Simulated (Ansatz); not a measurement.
System (SMILES): Cl (HCl).
Atoms: Cl1, H2. Bonds: Cl1-H2.

Basis-set convergence of the highest harmonic wavenumber at PBE with Ansatz (a first-principles code). Each level at its own minimum, finite differences of forces, unscaled; the reference is a large set that could be run, not a limit. Cartesian d functions, on some or all atoms, in 6-31G*, 6-31+G*; all else is spherical. The program fits the integrals of some runs and decomposes those of others, by size. Core-valence sets carry the plain set on hydrogen. No added dispersion term, no relativity. Reference: the value in aug-pcseg-3, 2896 cm⁻¹. Deviations are taken from unrounded values.

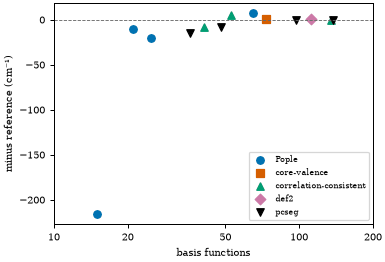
Deviation from the reference against the number of basis functions, by family of sets.

```json
[
 {"basis": "6-31G", "functions": "15", "highest harmonic wavenumber (cm⁻¹)": "2680", "minus reference (cm⁻¹)": "-216"},
 {"basis": "6-31G*", "functions": "21", "highest harmonic wavenumber (cm⁻¹)": "2885", "minus reference (cm⁻¹)": "-11"},
 {"basis": "6-31+G*", "functions": "25", "highest harmonic wavenumber (cm⁻¹)": "2875", "minus reference (cm⁻¹)": "-20"},
 {"basis": "aug-pcseg-1", "functions": "36", "highest harmonic wavenumber (cm⁻¹)": "2881", "minus reference (cm⁻¹)": "-15"},
 {"basis": "aug-cc-pV(D+d)Z", "functions": "41", "highest harmonic wavenumber (cm⁻¹)": "2888", "minus reference (cm⁻¹)": "-8"},
 {"basis": "pcseg-2", "functions": "48", "highest harmonic wavenumber (cm⁻¹)": "2887", "minus reference (cm⁻¹)": "-9"},
 {"basis": "cc-pV(T+d)Z", "functions": "53", "highest harmonic wavenumber (cm⁻¹)": "2901", "minus reference (cm⁻¹)": "5"},
 {"basis": "6-311++G(3df,3pd)", "functions": "65", "highest harmonic wavenumber (cm⁻¹)": "2903", "minus reference (cm⁻¹)": "7"},
 {"basis": "cc-pCVTZ", "functions": "73", "highest harmonic wavenumber (cm⁻¹)": "2896", "minus reference (cm⁻¹)": "1"},
 {"basis": "pcseg-3", "functions": "97", "highest harmonic wavenumber (cm⁻¹)": "2896", "minus reference (cm⁻¹)": "0"},
 {"basis": "def2-QZVPPD", "functions": "112", "highest harmonic wavenumber (cm⁻¹)": "2896", "minus reference (cm⁻¹)": "1"},
 {"basis": "aug-cc-pV(Q+d)Z", "functions": "135", "highest harmonic wavenumber (cm⁻¹)": "2895", "minus reference (cm⁻¹)": "-1"},
 {"basis": "aug-pcseg-3", "functions": "138", "highest harmonic wavenumber (cm⁻¹)": "2896", "minus reference (cm⁻¹)": "0"}
]
```
